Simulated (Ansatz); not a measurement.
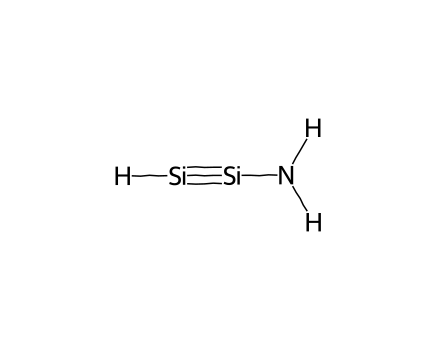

> Transcribe the drawing into SMILES.

N[Si]#[SiH]

> What is the molecular formula?

H3NSi2.

More results for the same structure follow; atom numbers are the same in all pictures, views and colours differ. The computed structure is the end point of a PBE0-D4/def2-TZVP optimisation. No frequency run is at hand to confirm it as a minimum.

### Electronic properties

No frequency run is at hand to confirm it as a minimum. Method: RKS PBE0-D4/def2-TZVPP (Ansatz 0.2.0).

> Give the HOMO energy (Kohn–Sham orbital) at this level.

−5.60 eV.

> Estimate the HOMO–LUMO gap.

4.27 eV.

### Dipole moment

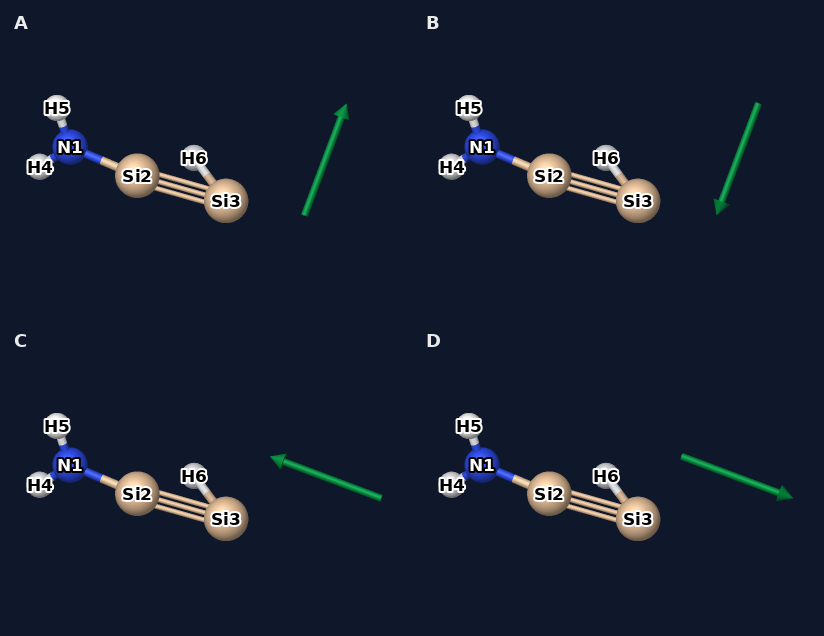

The same molecule four times, each with an arrow. No frequency run is at hand to confirm it as a minimum. Method: RKS PBE0-D4/def2-TZVP (Ansatz 0.2.0).

> Which arrow points along the dipole moment, from the negative to the positive end?

C. The dipole moment is 3.34 D; it points from the side of Si3 to the side of H4, H5 (the outermost atoms at the two ends).

### Charges

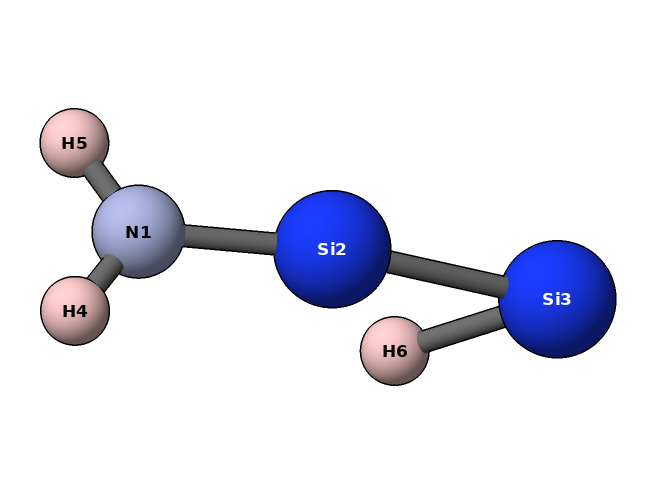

The questions are on Mulliken charges. No frequency run is at hand to confirm it as a minimum. Level of theory: RKS PBE0-D4/def2-TZVP (Ansatz 0.2.0).

List the Mulliken charges.

```
atom  value (e)
  N1      −0.60
 Si2       0.14
 Si3      −0.12
  H4       0.26
  H5       0.26
  H6       0.06
```

Mulliken values depend strongly on the basis set and can even reverse the polarity of a bond.
